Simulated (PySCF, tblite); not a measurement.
**C5H8O4: dynamics, then NMR shifts on frames**

How do NMR shifts of C5H8O4 (`COC(=O)COC(C)=O`) change as the atoms move?

Computed with tblite 0.8.0 and PySCF 2.14.0, with density-fitted response routines of our own, on a single molecule in the gas phase. Atoms count from 0, in the outputs and in this text.

### Step 1. The starting structure

17 atoms, charge 0, multiplicity 1; geometry from: GFN2-xTB.

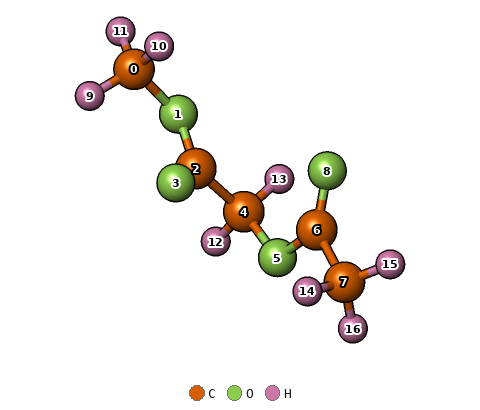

The starting geometry (carbon orange, oxygen green, hydrogen pink), atoms numbered.

### Step 2. Thermal motion with GFN2-xTB

The job: settings as JSON, then the geometry in Å.

```
{"job": {"kind": "md", "xc": "GFN2-xTB", "basis": "xTB", "temperature": 400, "steps": 2000, "every": 50, "frames": 5}, "charge": 0, "multiplicity": 1}
C      3.072523     0.879901    -0.095041
O      2.206265    -0.216888     0.181636
C      0.962038    -0.108290    -0.276574
O      0.541324     0.812408    -0.917983
C      0.142538    -1.341079     0.103024
O     -1.238371    -1.068267    -0.019600
C     -1.706049    -0.103206     0.796649
C     -3.141727     0.207644     0.491205
O     -1.034495     0.414114     1.646960
H      3.073296     1.102413    -1.163667
H      2.738940     1.764613     0.449704
H      4.061212     0.576044     0.238238
H      0.358768    -2.156959    -0.589141
H      0.398130    -1.635049     1.126334
H     -3.162444     0.936867    -0.316875
H     -3.621029     0.636865     1.365715
H     -3.657917    -0.689099     0.162785
```

Method: GFN2-xTB Langevin dynamics, gas phase.

Started as:

```sh
$ OMP_NUM_THREADS=1 python probes_run.py task.json out
```

The driver reads the jobs from task.json and runs them one after another.

What it wrote:

```text
t/fs     T/K      E/eV
    0.0   345.3   -845.31494
   25.0   268.7   -844.80670
   50.0   323.1   -844.82519
   75.0   313.8   -844.77683
  100.0   386.0   -844.79409
  125.0   406.7   -844.78377
  150.0   314.8   -844.55066
  175.0   449.0   -844.70583
  200.0   376.9   -844.75267
  225.0   276.9   -844.61764
  250.0   301.5   -844.61768
  275.0   332.7   -844.50447
  300.0   317.6   -844.33404
  325.0   470.3   -844.58048
  350.0   358.3   -844.53430
  375.0   453.8   -844.57112
  400.0   423.2   -844.42875
  425.0   460.1   -844.64060
  450.0   377.7   -844.54404
  475.0   407.5   -844.42254
  500.0   404.5   -844.41511
  525.0   375.7   -844.33940
  550.0   449.3   -844.64480
  575.0   439.6   -844.49541
  600.0   340.7   -844.62036
  625.0   357.0   -844.53372
  650.0   474.7   -844.77268
  675.0   406.8   -844.51953
  700.0   515.1   -844.75835
  725.0   486.3   -844.47015
  750.0   431.5   -844.27499
  775.0   515.2   -844.49527
  800.0   644.6   -844.40233
  825.0   623.7   -844.41610
  850.0   470.7   -844.40822
  875.0   552.8   -844.45952
  900.0   593.6   -844.62859
  925.0   412.1   -844.42003
  950.0   371.6   -844.31535
  975.0   514.1   -844.37017
 1000.0   538.0   -844.38708
```

It took 19 s on 1 thread of Arm Neoverse N1, shared host; peak memory 0.18 GiB.

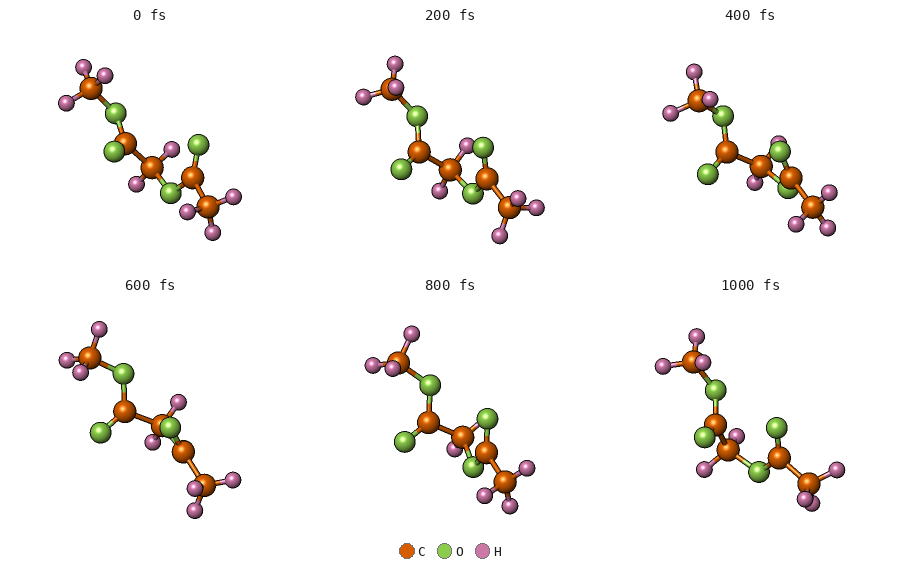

Frames of the run.

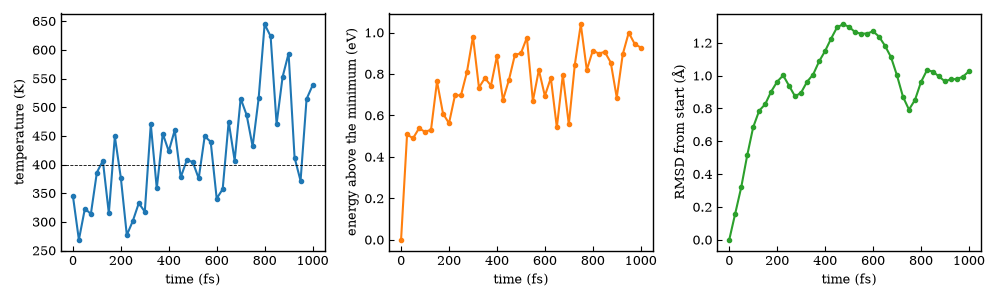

Temperature, potential energy and distance from the start.

Positions (Å) and forces (eV/Å) at 1000 fs:

```xyz
17

C     1.964    2.088    1.195   -1.432    0.052   -0.761
O     1.079    0.920    1.331    0.512    1.679   -1.698
C    -0.009    0.886    0.517    0.293    0.039   -0.255
O    -0.538    1.719   -0.203    1.692   -1.266    1.317
C    -0.411   -0.599    0.526   -0.431   -1.205   -0.698
O    -1.786   -0.711    0.884   -0.176    1.192    0.341
C    -2.295    0.327    1.613   -0.064    0.267    0.188
C    -3.736    0.145    1.856   -2.050   -0.204    0.717
O    -1.716    1.269    2.096    0.861   -0.704   -0.530
H     1.311    2.973    1.298    0.572   -0.200    0.285
H     2.750    1.979    1.894    0.260    0.030    1.116
H     2.490    2.186    0.226   -0.685   -0.530   -0.028
H    -0.277   -1.031   -0.525   -0.409    0.661    1.026
H     0.152   -1.306    1.191   -0.071    1.052   -0.219
H    -3.952   -0.878    1.648   -0.505   -0.743   -0.810
H    -4.454    0.837    1.281    1.374   -0.929    0.954
H    -3.954    0.163    2.960    0.258    0.809   -0.947
```

### Step 3. Nuclear shieldings: 250 fs, PBE0/pcSseg-1

The job: settings as JSON, then the geometry in Å.

```
{"job": {"kind": "nmr", "xc": "PBE0", "basis": "pcSseg-1", "pop": false}, "charge": 0, "multiplicity": 1}
C      2.653100     1.043300     0.117200
O      1.741800    -0.008900     0.476400
C      0.724500    -0.207200    -0.340500
O      0.574700     0.314700    -1.402200
C     -0.048000    -1.335700     0.237400
O     -1.486500    -1.254700     0.351700
C     -1.876600    -0.034600     0.811600
C     -3.344000     0.171400     0.744400
O     -1.132100     0.848300     1.206800
H      3.456300     1.074700     0.878700
H      3.131200     0.931100    -0.883500
H      2.159600     1.990000     0.192900
H      0.084000    -2.189100    -0.335100
H      0.225800    -1.524300     1.263200
H     -3.623700    -0.174900    -0.237800
H     -3.619600     1.159700     1.046400
H     -4.072300    -0.504900     1.307800
```

Method: GIAO PBE0/pcSseg-1 NMR shielding, non-relativistic, gas phase.

What it wrote:

```text
coarse grid: 14736 points
cycle   1  E = -495.2798982692  dE =  1.637e+00  |g| = 1.197e+00  |ddm| = 3.635e+00
cycle   2  E = -494.6376787289  dE =  6.422e-01  |g| = 2.214e+00  |ddm| = 2.192e+00
cycle   3  E = -495.5229529065  dE = -8.853e-01  |g| = 3.358e-01  |ddm| = 1.628e+00
cycle   4  E = -495.5420925741  dE = -1.914e-02  |g| = 1.176e-01  |ddm| = 2.668e-01
cycle   5  E = -495.5442791386  dE = -2.187e-03  |g| = 2.779e-02  |ddm| = 7.017e-02
cycle   6  E = -495.5444284100  dE = -1.493e-04  |g| = 1.086e-02  |ddm| = 2.325e-02
cycle   7  E = -495.5444462604  dE = -1.785e-05  |g| = 4.598e-03  |ddm| = 8.441e-03
cycle   8  E = -495.5444500744  dE = -3.814e-06  |g| = 8.058e-04  |ddm| = 3.084e-03
final grid: 143848 points
cycle   9  E = -495.6399305948  dE = -2.022e-05  |g| = 1.710e-02  |ddm| = 2.474e-02
cycle  10  E = -495.6398565307  dE =  7.406e-05  |g| = 2.674e-02  |ddm| = 2.360e-02
cycle  11  E = -495.6399812863  dE = -1.248e-04  |g| = 2.453e-03  |ddm| = 1.491e-02
cycle  12  E = -495.6399823594  dE = -1.073e-06  |g| = 5.103e-04  |ddm| = 1.568e-03
cycle  13  E = -495.6399824016  dE = -4.224e-08  |g| = 1.765e-04  |ddm| = 4.017e-04
cycle  14  E = -495.6399824077  dE = -6.090e-09  |g| = 4.256e-05  |ddm| = 1.417e-04
cycle  15  E = -495.6399824079  dE = -2.619e-10  |g| = 2.039e-05  |ddm| = 3.720e-05
converged SCF energy = -495.6399824079

GIAO shielding tensors (ppm)
atom      isotropic    diamagn.    paramagn.     s11        s22        s33       span
  0 C      131.651     241.668    -110.018    101.222    112.971    180.760     79.538
  1 O      139.271     401.142    -261.871    -33.733    217.368    234.178    267.911
  2 C       16.235     253.940    -237.705    -83.243     55.334     76.613    159.856
  3 O      -83.107     405.565    -488.672   -355.700   -231.379    337.759    693.460
  4 C      122.731     246.230    -123.499     97.930    119.430    150.834     52.904
  5 O      120.538     402.105    -281.567    -60.714    180.573    241.755    302.470
  6 C        3.035     249.221    -246.185   -100.055     36.892     72.270    172.326
  7 C      165.913     246.012     -80.099    144.449    150.903    202.387     57.938
  8 O     -148.313     407.281    -555.594   -458.965   -243.738    257.764    716.729
  9 H       27.661      26.977       0.684     24.160     25.791     33.031      8.872
 10 H       27.208      27.396      -0.188     23.602     25.019     33.003      9.402
 11 H       28.273      30.200      -1.926     24.187     26.487     34.145      9.958
 12 H       28.712      31.026      -2.314     25.169     29.024     31.944      6.775
 13 H       27.300      32.127      -4.827     21.911     27.762     32.226     10.315
 14 H       29.458      28.552       0.905     25.505     28.970     33.898      8.393
 15 H       29.874      27.438       2.436     25.173     28.822     35.627     10.454
 16 H       27.972      24.221       3.751     24.637     25.873     33.406      8.768
```

It took 44 s on 1 thread of Arm Neoverse N1, shared host; peak memory 0.85 GiB.

The references, computed at this level on geometries of the same kind, shield at (ppm): 1H TMS 31.72, 13C TMS 186.9, 17O H2O 336.1. Their shielding less the atom's gives the shift. The references are single molecules in the gas phase, so shifts against H2O, NH3, PH3, H3PO4 or CFCl3 are not on the usual liquid scales and can be off by tens of ppm. Each atom is listed at this fixed geometry, with no averaging over motion; a spectrum would average atoms that exchange fast.

```csv
atoms,environment,σ (ppm),δ (ppm)
C6,ester carbonyl carbon,3.0,183.9
C2,ester carbonyl carbon,16.2,170.7
C4,"sp3 CH2 bonded to O, α to a carbonyl",122.7,64.2
C0,methyl carbon bonded to O,131.7,55.3
C7,methyl carbon α to a carbonyl,165.9,21.0
H10,hydrogen on a methyl carbon bonded to O,27.21,4.51
H13,"hydrogen on an sp3 CH2 bonded to O, α to a carbonyl",27.30,4.42
H9,hydrogen on a methyl carbon bonded to O,27.66,4.06
H16,hydrogen on a methyl carbon α to a carbonyl,27.97,3.74
H11,hydrogen on a methyl carbon bonded to O,28.27,3.44
H12,"hydrogen on an sp3 CH2 bonded to O, α to a carbonyl",28.71,3.00
H14,hydrogen on a methyl carbon α to a carbonyl,29.46,2.26
H15,hydrogen on a methyl carbon α to a carbonyl,29.87,1.84
O8,ester carbonyl oxygen,-148.3,484.4
O3,ester carbonyl oxygen,-83.1,419.2
O5,ester alkoxy oxygen,120.5,215.5
O1,ester alkoxy oxygen,139.3,196.8
```

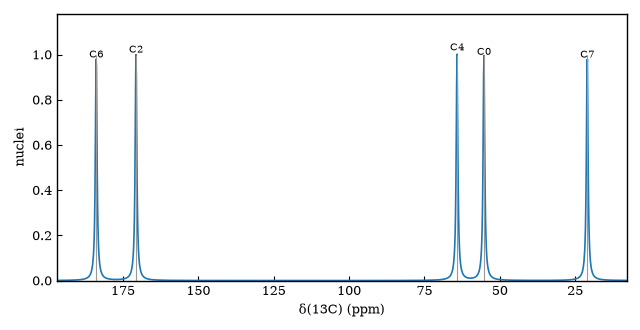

13C lines at the computed shifts, without couplings. Lines are broadened to a width of 0.65 ppm (Lorentzian).

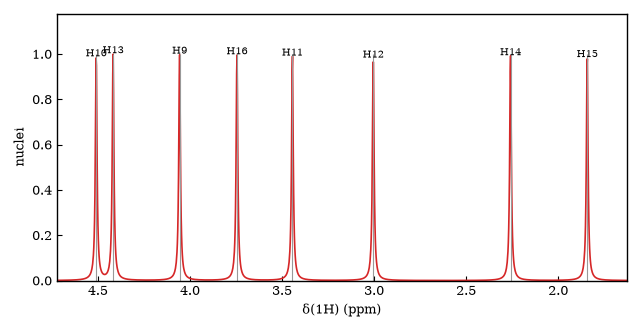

1H lines at the computed shifts, without couplings. Lines are broadened to a width of 0.01 ppm (Lorentzian).

### Step 4. Nuclear shieldings: 425 fs, PBE0/pcSseg-1

The job: settings as JSON, then the geometry in Å.

```
{"job": {"kind": "nmr", "xc": "PBE0", "basis": "pcSseg-1", "pop": false}, "charge": 0, "multiplicity": 1}
C      2.169800     1.492000     0.040200
O      1.699600     0.334300     0.641600
C      0.736000    -0.222600    -0.087500
O      0.354500     0.019900    -1.187000
C      0.076300    -1.356700     0.791300
O     -1.317800    -0.984400     0.800500
C     -1.679100     0.269500     1.058800
C     -3.214100     0.328200     0.849900
O     -0.901100     1.197500     1.144500
H      3.129300     1.777800     0.630500
H      2.481000     1.256500    -0.971500
H      1.463000     2.276100     0.048600
H      0.162000    -2.348600     0.317500
H      0.405100    -1.533400     1.860600
H     -3.678000    -0.562400     1.181600
H     -3.509100     0.347800    -0.186400
H     -3.682300     1.203400     1.357900
```

Level: GIAO PBE0/pcSseg-1 NMR shielding, non-relativistic, gas phase.

What it wrote:

```text
coarse grid: 14736 points
cycle   1  E = -495.2732517261  dE =  1.570e+00  |g| = 1.200e+00  |ddm| = 3.611e+00
cycle   2  E = -494.6383910638  dE =  6.349e-01  |g| = 2.214e+00  |ddm| = 2.141e+00
cycle   3  E = -495.5170786285  dE = -8.787e-01  |g| = 3.380e-01  |ddm| = 1.602e+00
cycle   4  E = -495.5365946357  dE = -1.952e-02  |g| = 1.148e-01  |ddm| = 2.657e-01
cycle   5  E = -495.5386956768  dE = -2.101e-03  |g| = 2.500e-02  |ddm| = 6.599e-02
cycle   6  E = -495.5388167135  dE = -1.210e-04  |g| = 9.969e-03  |ddm| = 2.074e-02
cycle   7  E = -495.5388315115  dE = -1.480e-05  |g| = 4.388e-03  |ddm| = 7.717e-03
cycle   8  E = -495.5388350252  dE = -3.514e-06  |g| = 7.415e-04  |ddm| = 2.956e-03
final grid: 143848 points
cycle   9  E = -495.6348630153  dE = -1.532e-05  |g| = 1.680e-02  |ddm| = 2.339e-02
cycle  10  E = -495.6347913674  dE =  7.165e-05  |g| = 2.623e-02  |ddm| = 2.339e-02
cycle  11  E = -495.6349112417  dE = -1.199e-04  |g| = 2.846e-03  |ddm| = 1.504e-02
cycle  12  E = -495.6349126750  dE = -1.433e-06  |g| = 4.678e-04  |ddm| = 1.749e-03
cycle  13  E = -495.6349127114  dE = -3.636e-08  |g| = 1.510e-04  |ddm| = 3.555e-04
cycle  14  E = -495.6349127161  dE = -4.654e-09  |g| = 3.984e-05  |ddm| = 1.271e-04
cycle  15  E = -495.6349127163  dE = -2.221e-10  |g| = 2.235e-05  |ddm| = 3.912e-05
converged SCF energy = -495.6349127163

GIAO shielding tensors (ppm)
atom      isotropic    diamagn.    paramagn.     s11        s22        s33       span
  0 C      134.346     243.965    -109.619    106.548    120.388    176.101     69.553
  1 O      141.464     401.928    -260.463    -57.269    237.575    244.087    301.356
  2 C       13.909     256.114    -242.206    -82.418     56.548     67.596    150.014
  3 O      -74.173     406.278    -480.451   -328.455   -211.663    317.599    646.055
  4 C      110.493     247.104    -136.612     84.132    108.037    139.309     55.176
  5 O      111.127     400.446    -289.319    -44.356    184.747    192.990    237.346
  6 C        8.976     252.543    -243.566    -94.542     51.738     69.733    164.275
  7 C      162.228     245.464     -83.236    140.603    147.396    198.686     58.083
  8 O     -119.659     406.701    -526.360   -403.040   -241.936    285.998    689.038
  9 H       26.800      25.962       0.838     22.899     25.162     32.341      9.443
 10 H       27.581      29.360      -1.779     23.744     25.909     33.089      9.344
 11 H       28.525      30.912      -2.388     24.299     27.389     33.886      9.587
 12 H       27.097      29.755      -2.658     24.917     26.071     30.304      5.387
 13 H       26.271      29.798      -3.527     23.251     25.438     30.125      6.875
 14 H       30.354      28.139       2.215     26.374     29.703     34.985      8.611
 15 H       29.437      29.451      -0.014     26.265     27.751     34.295      8.030
 16 H       29.435      25.326       4.109     25.459     27.365     35.483     10.023
```

Run time: 43 s. Hardware: 1 thread of Arm Neoverse N1, shared host; peak memory 0.87 GiB.

Key values: δ C6 177.9, C2 173.0, C4 76.4, C0 52.6, H13 5.45, H9 4.92 ppm.

(Part 1 of 2 ends here.)
